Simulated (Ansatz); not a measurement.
**Fields on a plane of Sc2Si2O7 (space group C2/m)**

```
CELL_PARAMETERS angstrom
      3.20902    -4.19740     0.00000
      3.20902     4.19740     0.00000
     -1.01020     0.00000     4.54726
ATOMIC_POSITIONS crystal
  Sc 0.30900 0.69100 0.00000
  Sc 0.69100 0.30900 0.00000
  Si 0.22713 0.22713 0.40824
  Si 0.77287 0.77287 0.59176
  O  0.92210 0.60321 0.78741
  O  0.07790 0.39679 0.21259
  O  0.39679 0.07790 0.21259
  O  0.60321 0.92210 0.78741
  O  0.00000 0.00000 0.50000
  O  0.60225 0.60225 0.27786
  O  0.39775 0.39775 0.72214
```

The slice is a (1 0 -1) plane (indices of the conventional cell) through the point (0.602, 0.602, 0.278) (fractional), spanned by u = [111] and v = [1 -1 0] in vectors of this cell: u (7.07 Å) and v (8.39 Å, at 90° to u). It covers one period; positions are fractions (u, v).

Atoms on it: Si at (0.13, 0.50); O at (0.00, 0.00). Other atoms lie within 1 Å of the plane.

These are LDA (plane waves to 420 eV, PAW, scalar-relativistic; Ansatz, a program for electronic structure) values and carry that method's errors. k mesh 6×6×6. These are valence fields of a PAW run, semicore shells included where kept as valence: close to a nucleus they are smooth pseudo fields. Sc2Si2O7 is run without spin polarisation. Sc2Si2O7 was relaxed with its symmetry unable to fall.

```
|8899882244888877330000000000006699|
|8877331111223322000000000000000055|
|1111000011000000000000000011554400|
|0000000000000000000000000022777711|
|2255440000000000003355440000444400|
|6688774400000000117799996600000011|
|6688885500001100118899998833000022|
|3377883322446622005588887722000011|
|2222111166889977111133332200000011|
|2200xx1188999999330000000000000011|
|2222111166889977111133332200000011|
|3377883322446622005588887722000011|
|6688885500001100118899998833000022|
|6688774400000000117799996600000011|
|2255440000000000003355440000444400|
|0000000000000000000000000022777711|
|1111000011000000000000000011554400|
|8877331111223322000000000000000055|
|8899882244888877330000000000006699|
|xx88992255999988550000000000118888|
```
Scale: ten equal steps from 0.01 (start of '0') to 0.85 (end of '9'), in the order '0123456789'. Values: electron localisation function (ELF). The map has 17 points along u (two characters each, u = 0 at the left) and 20 along v (v = 0 in the bottom row). Points within 0.3 Å of a nucleus are blanked (x), as the pseudised field means little there.

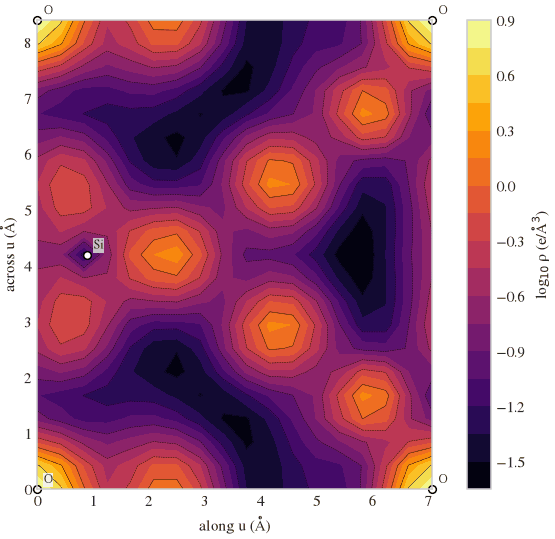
Figure. Log₁₀ of the valence density in e/Å³, one period of the plane, atoms marked. The scale is logarithmic, as a density can span decades between atoms and voids.
